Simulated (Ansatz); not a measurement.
# Bilayer SnO: simulated STM

The task: relax bilayer SnO and compute the vacuum tail of its states by energy, as an STM tip samples it.

Computed with Ansatz 0.2.0 (DFT PBE+D3(BJ), scalar-relativistic, plane waves, PAW, unless a step's input says otherwise).

**1. The structure to begin with**

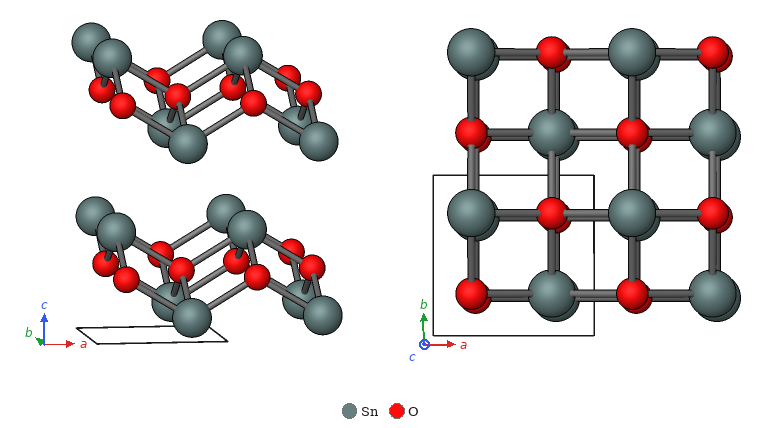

Start, viewed from the side (left, normal up) and from above (right); tin teal, oxygen red; 2×2 surface cells, with atoms on the cell's edges repeated; the outline under the slab is one cell, and the vacuum is left out.

As a file:

```xyz
8
Lattice="3.8712 0.0000 0.0000 -0.0013 3.8712 0.0000 0.0000 0.0000 25.4387" Properties=species:S:1:pos:R:3 pbc="T T T"
Sn    2.9552    0.9157    9.0000
O     1.0137    0.9216   10.1639
O     2.9487    2.8572   10.1639
Sn    1.0190    2.8513   11.3277
Sn    2.8510    1.0199   14.1110
O     2.8562    2.9496   15.2748
O     0.9212    1.0140   15.2748
Sn    0.9148    2.9555   16.4387
```

Two layers cut from the bulk, bulk lattice in the plane.

**2. Relaxing the atoms**

input.yaml

```yaml
crystal:
  lattice:
    - [3.8712032, 0.0, 0.0]
    - [-0.00125016, 3.871203, 0.0]
    - [0.0, 0.0, 25.4386837703]
  atoms:
    - { symbol: Sn, position: [0.763453, 0.236547, 0.3537918896] }
    - { symbol: O, position: [0.261944, 0.238056, 0.3995431497] }
    - { symbol: O, position: [0.761944, 0.738056, 0.3995431497] }
    - { symbol: Sn, position: [0.263453, 0.736547, 0.4452944199] }
    - { symbol: Sn, position: [0.736547, 0.263453, 0.5547055801] }
    - { symbol: O, position: [0.738056, 0.761944, 0.6004568503] }
    - { symbol: O, position: [0.238056, 0.261944, 0.6004568503] }
    - { symbol: Sn, position: [0.236547, 0.763453, 0.6462081104] }
basis:
  ecutwfc: 420.0
  fft_grid_basis: typed
kpoints:
  mp_grid: { grid: [7, 7, 1] }
hamiltonian:
  xc: pbe
  dispersion: d3bj
scf:
  occupations: { method: gaussian, width: 0.05 }
output:
  forces: true
  eigenvalues: true
efield:
  axis: 3
  dipole_correction: true
  ramp_width: 0.04
relax:
  adjacent_minimum: "off"
  f_tol: 0.04
  max_steps: 40
```

Launch:

```sh
$ ansatz run input.yaml --threads 1 --pin off --max-ram 2211MiB --backend cpu --events-out ev --progress --plain --runs-dir out
```

Output:

```text
Warning: RAYON_NUM_THREADS=1 ignored (pool sized by the plan → 1); use --threads N
Engine: ansatz 0.2.0, x86_64-unknown-linux-gnu
Pseudopotentials: kind: paw
Pseudopotential: Sn, paw, valence charge 14, recommended cutoff 420 eV (normal), Sn.paw.azcp
Pseudopotential: O, paw, valence charge 6, recommended cutoff 420 eV (normal), O.paw.azcp
Functional definition: PBE
  parameter kappa = 0.804
  parameter beta = 0.06672455060314922
  exchange = pbe_x(kappa = kappa, mu = beta*pi^2/3)
  correlation = pbe_c(beta = beta)
Crystal: 8 atoms, lattice volume = 381.230 Å³
Basis set: ecut = 420 eV, 7501 PW (Γ), exchange–correlation on 54×54×360 points (8 copies of the dense FFT grid, shifted against one another)
Bands: 48, of which v1, the nominal top of the filled ones, is band 40 counted from 1 (39 counted from 0)
Symmetry: 2 space group operations
k-points: 16 of 49 (time reversal used)
Non-local potential: Sn, projectors of the file, l = 0: 2, l = 1: 2, l = 2: 2, l = 3: 2
Non-local potential: O, projectors of the file, l = 0: 2, l = 1: 2, l = 2: 1
PAW form: soft (Blöchl's): semilocal exchange-correlation on the pseudo side does not see the compensation charge
PAW one-centre angular grid: Sn, 590 points (default); XC on 64 Gauss nodes
PAW one-centre angular grid: O, 110 points (default); XC on 64 Gauss nodes
Initial density: superposition of atomic densities (neutral atoms: chi_scale 0, normalization atom), corrected by the library's trained network
Initial wavefunctions: pseudopotential atomic-orbital guess
Functional: x = pbe(κ = 0.804, μ = 0.2195149727645171), c = pbe(β = 0.06672455060314922)
SCF iter   1: F=—  HF=-26368.037689 eV  |F-HF|=—  |Δ(HF+E_count)|=         —  Δρ=1.21e-3  dr2=2.02e-2  ethr=1.77e-3  p=0.000 e·Å  D=1.16e-13 V/Å  ΔV_dip=-0.00 eV  dr2_dipole=1.22e-8  V_vac-E_F(+/−)=3.59/3.59 eV  ⟨swp⟩=7.3  Hψ=3068  notcnv=0
efield: sawtooth ramp at fractional position 0.9800 (placed from the atoms, in the widest stretch of the axis that holds none; the zero of the levels goes with the place), width 0.0400; the density the first Hamiltonian is built on has a dipole p = 0.000 e·Å; the dipole correction subtracts the counter field D = 1.16e-13 V/Å, which shifts the + side's vacuum level by -0.00 eV against the − side's; the planar-averaged density in the ramp window peaks in size at 1.8e-5 e/Å³
preconditioner: auto → Resta (q_TF=auto, 2.103 Å⁻¹)  ε∞=1.9  [insulator: Δε(μ)=1.640 eV  Ē_g=17.575 eV  σ=0.050 eV  W_gap=1.00  n_scr=60 (ndim 8)  ℏωp=17.0 eV  f_vac=0.578  D(μ)=0.00/eV (n_scr^D=0)  ε∞_Penn≈1.9  vacuum switching on, ρ_ref=2.2e-2 e/Å³]
SCF iter   2: F=—  HF=-26368.041405 eV  |F-HF|=—  |Δ(HF+E_count)|=   3.72e-3  Δρ=1.01e-3  dr2=5.92e-3  ethr=2.52e-5  p=0.000 e·Å  D=3.15e-5 V/Å  ΔV_dip=-0.00 eV  dr2_dipole=3.05e-8  V_vac-E_F(+/−)=3.83/3.83 eV  ⟨swp⟩=2.8  Hψ=1760  notcnv=0  defer=42
SCF iter   3: F=—  HF=-26368.041610 eV  |F-HF|=—  |Δ(HF+E_count)|=   2.05e-4  Δρ=4.47e-4  dr2=8.39e-4  ethr=7.40e-6  p=-0.000 e·Å  D=-3.22e-6 V/Å  ΔV_dip=0.00 eV  dr2_dipole=1.00e-9  V_vac-E_F(+/−)=3.79/3.79 eV  ⟨swp⟩=2.0  Hψ=989  notcnv=0  defer=42
SCF iter   4: F=—  HF=-26368.043135 eV  |F-HF|=—  |Δ(HF+E_count)|=   1.52e-3  Δρ=1.94e-4  dr2=2.59e-4  ethr=1.05e-6  p=0.000 e·Å  D=5.59e-6 V/Å  ΔV_dip=-0.00 eV  dr2_dipole=1.94e-9  V_vac-E_F(+/−)=3.82/3.82 eV  ⟨swp⟩=2.6  Hψ=1218  notcnv=0  defer=42
SCF iter   5: F=—  HF=-26368.043301 eV  |F-HF|=—  |Δ(HF+E_count)|=   1.66e-4  Δρ=5.25e-5  dr2=1.28e-5  ethr=3.24e-7  p=-0.000 e·Å  D=-3.77e-6 V/Å  ΔV_dip=0.00 eV  dr2_dipole=5.28e-10  V_vac-E_F(+/−)=3.85/3.85 eV  ⟨swp⟩=2.2  Hψ=1017  notcnv=0  defer=46
SCF iter   6: F=-26368.043310 eV  HF=-26368.043308 eV  |F-HF|=2.60e-6  |Δ(HF+E_count)|=   7.27e-6  Δρ=1.94e-5  dr2=1.37e-6  ethr=1.60e-8  p=0.000 e·Å  D=3.43e-6 V/Å  ΔV_dip=-0.00 eV  dr2_dipole=7.15e-10  V_vac-E_F(+/−)=3.85/3.85 eV  ⟨swp⟩=14.2  Hψ=3586  notcnv=0
SCF 1 converged in 6 iterations: F = -26368.043310 eV  dr2 = 1.37e-6
relax step   1: F+E_penalty+E_count = -26368.04331040 eV  Δ(F+E_penalty+E_count) = +0.000e0 eV  max|allowed force component| = 6.642e-2 eV/Å  Δτ_max = 0.0000 Å  (6 SCF iters, dr2 threshold 4.00e-5 eV, accepted)
[... 15 lines left out ...]
relax step   2: F+E_penalty+E_count = -26368.07831386 eV  Δ(F+E_penalty+E_count) = -3.500e-2 eV  max|allowed force component| = 1.382e-1 eV/Å  Δτ_max = 0.1936 Å  (9 SCF iters, accepted)
[... 12 lines left out ...]
relax step   3: F+E_penalty+E_count = -26368.07743496 eV  Δ(F+E_penalty+E_count) = +8.789e-4 eV  max|allowed force component| = 1.622e-1 eV/Å  Δτ_max = 0.0572 Å  (9 SCF iters, rejected (line search))
[... 10 lines left out ...]
relax step   4: F+E_penalty+E_count = -26368.08064420 eV  Δ(F+E_penalty+E_count) = -2.330e-3 eV  max|allowed force component| = 1.210e-2 eV/Å  Δτ_max = 0.0277 Å  (7 SCF iters, accepted)
SCF converged after 7 iterations
Free energy (F): -26368.080644 eV
Harris-Foulkes:  -26368.080644 eV  (|F-HF|=6.93e-8)
Internal energy: -26368.080644 eV  (E = F + TS)
E sigma→0 (E₀):  -26368.080644 eV
Fermi energy:    1.288889 eV
Dipole field:    D = 0.000085 V/Å  (p = 0.000180 e·Å, saw-weighted, corrected)
Work function:   Φ+ = 3.8944 eV   Φ− = 3.8966 eV
Levels:          The Fermi level and band energies are counted from a zero that moves with the ramp; work functions are not
--- Per-component energies (eV) ---
  E_band       = -1068.114799
  E_kinetic    = 1443.671938
  E_local      = -73398.930318  (includes V_loc(G=0)·N_el)
  E_nonlocal   = 63.459136
  E_hartree    = 36571.691160
  E_xc         = -1824.881475
  E_vxc        = -759.470762  (∫ρ·V_xc dr)
  E_paw        = -17175.532733  (= ΣΔE_a)
  E_vpaw       = -1560.246203  (= ΣTr[D̂ρ^β])
  E_aug_tail   = 0.009556  (compensation charges beyond the density's cutoff)
  E_efield     = 0.000000  (sawtooth field / dipole correction)
  E_vefield    = 0.000000  (∫n·V_field dr)
  E_ewald      = 27953.860758
  E_disp       = -1.428666  (pairwise vdW)
  E_smearing   = -0.000000  (= −TS)
  E_closure    = -0.000000  (closes the sum)
  Σ components = -26368.080644   (vs F -26368.080644, Δ=0.00e0)
--- Forces (eV/Å), atoms counted from 1 ---
  atom   1  Sn    -0.01210011     0.01209620    -0.00903161
  atom   2  O      0.00930937    -0.00988234     0.00325504
  atom   3  O      0.00988534    -0.00930617     0.00325504
  atom   4  Sn    -0.00970491     0.00970177     0.00940937
  atom   5  Sn     0.00970627    -0.00970314    -0.00894609
  atom   6  O     -0.00931071     0.00988344    -0.00358095
  atom   7  O     -0.00988644     0.00930752    -0.00358095
  atom   8  Sn     0.01210098    -0.01209707     0.00920202
  max |Σ_I F_I| component: 1.81e-5 eV/Å
--- Band table (eV; the first three rows and the last of 16) ---
  k-point 0: bands = ["-20.7900", "-20.7796", "-20.4293", "-20.4237", "-20.4236", "-20.4211", "-20.4019", "-20.3971", "-20.3970", "-20.3886", "-20.3849", "-20.3646", "-20.3414", "-20.3389", "-20.3202", "-20.3197", "-20.3190", "-20.3172", "-20.3105", "-20.3104", "-18.7346", "-18.7147", "-16.3604", "-16.3597", "-7.5129", "-6.6151", "-4.8640", "-4.8636", "-4.7976", "-4.7971", "-4.6503", "-3.0265", "-2.2439", "-2.2018", "-1.9477", "-1.9434", "-1.9392", "-1.9348", "-0.4669", "0.5809", "2.7118", "2.7631", "2.9385", "4.3532", "4.3553", "4.9983", "5.0878", "5.2143"]
[... 3 lines left out ...]
--- Relaxed structure (4 steps of the walk, 3 accepted, 0 SCFs on fresh bases) ---
  F+E_penalty+E_count = -26368.08064420 eV   max|allowed force component| = 1.210e-2 eV/Å
  atoms:
    - { symbol: Sn, position: [0.7512002944927082, 0.2487997055072919, 0.3605353652064711] }
    - { symbol: O, position: [0.2502552487463386, 0.24983198988354646, 0.4060298677131362] }
    - { symbol: O, position: [0.7501680101164534, 0.7497447512536614, 0.4060298677131362] }
    - { symbol: Sn, position: [0.25101172598263977, 0.74898827401736, 0.45146194245085863] }
    - { symbol: Sn, position: [0.7489882244013228, 0.25101177559867716, 0.5485377795184527] }
    - { symbol: O, position: [0.7497447599113602, 0.7501679831190168, 0.5939702965628979] }
    - { symbol: O, position: [0.249832016880983, 0.25025524008863986, 0.5939702965628979] }
    - { symbol: Sn, position: [0.2487997194681942, 0.7512002805318057, 0.639464584272149] }
```

It took 57 s on 1 thread of Intel Xeon 6975P-C (Granite Rapids), shared host; peak memory 0.65 GiB.

Step by step:

```
step  energy from step 1 (eV/cell)  largest force component (eV/Å)
   1                        0.0000                          0.0664
   2                       -0.0350                          0.1382
   3                       -0.0341                          0.1622
   4                       -0.0373                          0.0121
```

Step 1 is the start. Step 3 was tried and not accepted.

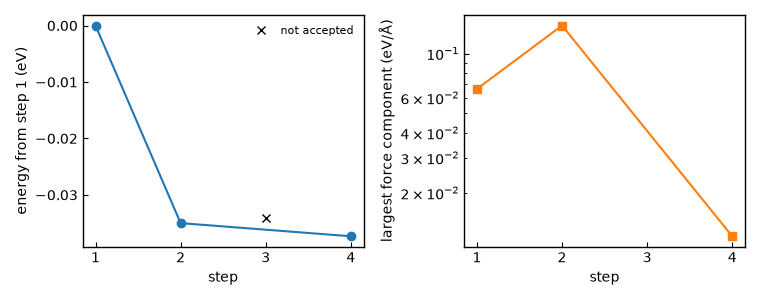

Energy and largest force along the relaxation.

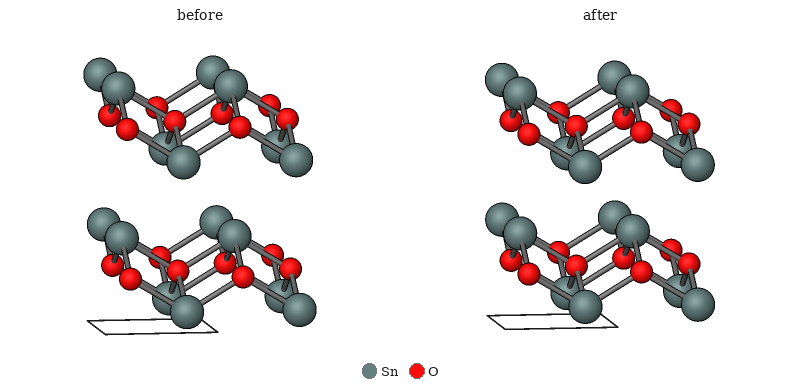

The structure before (left) and after (right) the relaxation, drawn at the same scale.

A dipole layer in the vacuum cancels the field that periodic copies would set up if the slab's two faces differ.

From the log: gap on the mesh 1.35 eV.

(Part 1 of 2 ends here.)
